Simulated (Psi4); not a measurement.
# AlBrCl (SMILES [Cl][Al][Br]) at UPBE/cc-pVDZ (sweep point 1)

What is the vertical ionisation energy of AlBrCl at UPBE/cc-pVDZ (sweep point 1)? 

The calculation is run with Psi4 1.11.

### 1 The structure to begin with

AlBrCl has 3 atoms, charge 0, and is taken as a doublet. SMILES: `[Cl][Al][Br]`. The shape is that of a PBE0-D4/def2-TZVP optimisation.

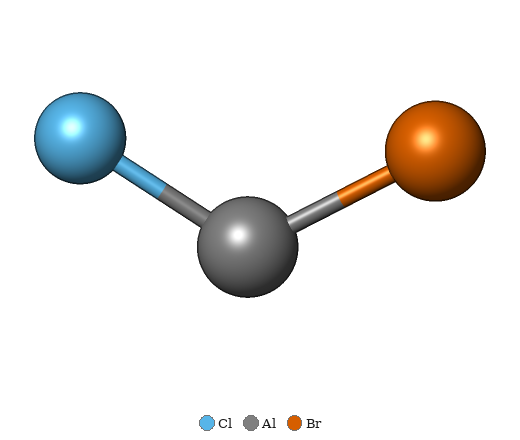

Viewed from a chosen angle; chlorine blue, aluminium grey, bromine orange.

### 2 The energy at UPBE/cc-pVDZ (sweep point 1)

File job.in:

```
memory 1600 MB

molecule {
  0 2
  Cl     0.439900     1.761100     0.423900
  Al    -0.648100     0.131300    -0.337700
  Br     0.197100    -1.957200    -0.099400
  units angstrom
  symmetry c1
}

set globals {
  reference            uks
  puream               true
  scf_type             pk
  dft_radial_points    99
  dft_spherical_points 590
  maxiter              150
}

energy('pbe/cc-pVDZ')
print_variables()
```

The run is started by

```bash
$ psi4 -n 1 job.in job.out
```

job.out:

```text
[...]
  Running in c1 symmetry.
[...]
  Nuclear repulsion =  245.578057614561999
[...]
  Multiplicity = 2
[...]
  Nalpha       = 33
  Nbeta        = 32
[...]
    Number of basis functions: 63
[...]
   @UKS iter   1: -3275.92811318900158   -1.25587e+00   1.12010e-02 DIIS/ADIIS
[...]
   @UKS iter  10: -3276.14408185017919   -6.11408e-09   1.93323e-07 DIIS
[...]
   @S^2 Observed:                7.519887662E-01
[...]
    Orbital Energies [Eh]
    ---------------------
    Alpha Occupied:
       1A   -481.031542     2A   -100.674701     3A    -61.842983
       4A    -55.756947     5A    -55.755248     6A    -55.754942
       7A    -55.471900     8A     -9.176676     9A     -8.429006
      10A     -6.997577    11A     -6.992460    12A     -6.991690
      13A     -6.302684    14A     -6.296482    15A     -6.295421
      16A     -4.004181    17A     -2.609570    18A     -2.606950
      19A     -2.606231    20A     -2.502018    21A     -2.500398
      22A     -2.499642    23A     -2.494921    24A     -2.494886
      25A     -0.750051    26A     -0.711419    27A     -0.399940
      28A     -0.340363    29A     -0.306556    30A     -0.305788
      31A     -0.280205    32A     -0.274069    33A     -0.203423
[...]
  @UKS Final Energy: -3276.14408185017919
   => Energetics <=
    Nuclear Repulsion Energy =            245.5780576145619989
    One-Electron Energy =               -5043.9376133122341344
    Two-Electron Energy =                1659.7297123751450272
    DFT Exchange-Correlation Energy =    -137.5142385276517700
    Empirical Dispersion Energy =           0.0000000000000000
    VV10 Nonlocal Energy =                  0.0000000000000000
    Total Energy =                      -3276.1440818501791910
[...]
 Multipole Moments:
 ------------------------------------------------------------------------------------
     Multipole            Electronic (a.u.)      Nuclear  (a.u.)        Total (a.u.)
 ------------------------------------------------------------------------------------
 L = 1.  Multiply by 2.5417464519 to convert [e a0] to [Debye]
 Dipole X            :         -0.3451536           -0.1342172           -0.4793708
 Dipole Y            :         -8.2691884            8.2814598            0.0122715
 Dipole Z            :         -0.0000000           -0.0000000           -0.0000000
 Magnitude           :                                                    0.4795278
[...]
```

Run time: 19 s. Hardware: 1 thread of Intel Xeon Platinum 8488C (Sapphire Rapids), shared host; peak memory 0.72 GiB.

### 3 The singlet cation at the same level

File job.inp:

```
memory 1.6 GB

molecule m {
  1 1
  Cl     0.439900     1.761100     0.423900
  Al    -0.648100     0.131300    -0.337700
  Br     0.197100    -1.957200    -0.099400
  units angstrom
  symmetry c1
}

set basis cc-pVDZ
set puream true
set scf_type pk
set dft_radial_points 99
set dft_spherical_points 590

energy_value, wavefunction = energy('pbe', return_wfn=True)
print_variables()
```

The run is started by

```bash
$ psi4 -i job.inp -o job.out -n 1
```

job.out:

```text
[...]
  Running in c1 symmetry.
[...]
  Nuclear repulsion =  245.578057614561999
[...]
  Multiplicity = 1
[...]
  Nalpha       = 32
  Nbeta        = 32
[...]
    Number of basis functions: 63
[...]
   @RKS iter   1: -3275.62192652632393   -9.49683e-01   1.07958e-02 ADIIS/DIIS
[...]
   @RKS iter  10: -3275.83013341858759   -1.74023e-08   2.11617e-07 DIIS
[...]
    Orbital Energies [Eh]
    ---------------------
    Doubly Occupied:
       1A   -481.263309     2A   -100.905163     3A    -62.073895
       4A    -55.988971     5A    -55.985642     6A    -55.985456
       7A    -55.762063     8A     -9.405061     9A     -8.659174
      10A     -7.228149    11A     -7.219692    12A     -7.219295
      13A     -6.536279    14A     -6.524578    15A     -6.524065
      16A     -4.287530    17A     -2.892320    18A     -2.892171
      19A     -2.887645    20A     -2.734331    21A     -2.731358
      22A     -2.731052    23A     -2.722368    24A     -2.722355
      25A     -0.968033    26A     -0.930953    27A     -0.621015
      28A     -0.559856    29A     -0.516766    30A     -0.515523
      31A     -0.488977    32A     -0.483547
[...]
  @RKS Final Energy: -3275.83013341858759
   => Energetics <=
    Nuclear Repulsion Energy =            245.5780576145619989
    One-Electron Energy =               -5028.6471461563487537
    Two-Electron Energy =                1644.4404809442837632
    DFT Exchange-Correlation Energy =    -137.2015258210845445
    Empirical Dispersion Energy =           0.0000000000000000
    VV10 Nonlocal Energy =                  0.0000000000000000
    Total Energy =                      -3275.8301334185875930
[...]
 Multipole Moments:
 ------------------------------------------------------------------------------------
     Multipole            Electronic (a.u.)      Nuclear  (a.u.)        Total (a.u.)
 ------------------------------------------------------------------------------------
 L = 1.  Multiply by 2.5417464519 to convert [e a0] to [Debye]
 Dipole X            :         -1.5504453           -0.1342172           -1.6846625
 Dipole Y            :         -7.1677826            8.2814598            1.1136773
 Dipole Z            :          0.0000000           -0.0000000            0.0000000
 Magnitude           :                                                    2.0194962
[...]
```

It took 18 s on 1 thread of Intel Xeon Platinum 8488C (Sapphire Rapids), shared host; peak memory 0.71 GiB.

### 4 Summary of results

Level: UPBE/cc-pVDZ (sweep point 1).

| quantity | value |
| --- | --- |
| doublet AlBrCl: total energy | -3276.14408 Eh |
| doublet AlBrCl: dipole moment | 1.22 D |
| doublet AlBrCl: HOMO energy (highest over α and β) | -5.54 eV |
| doublet AlBrCl: LUMO energy (lowest over α and β) | -4.10 eV |
| doublet AlBrCl: ⟨S²⟩ | 0.752 |
| singlet cation: total energy | -3275.83013 Eh |
| singlet cation: HOMO energy | -13.16 eV |
| singlet cation: LUMO energy | -11.34 eV |
| singlet cation: HOMO–LUMO gap | 1.82 eV |
| vertical ionisation energy (to the singlet cation) | 8.543 eV |

In words: The vertical ionisation energy comes to 8.54 eV (197 kcal/mol). Only the singlet of the ionised species was computed; a triplet could lie lower.
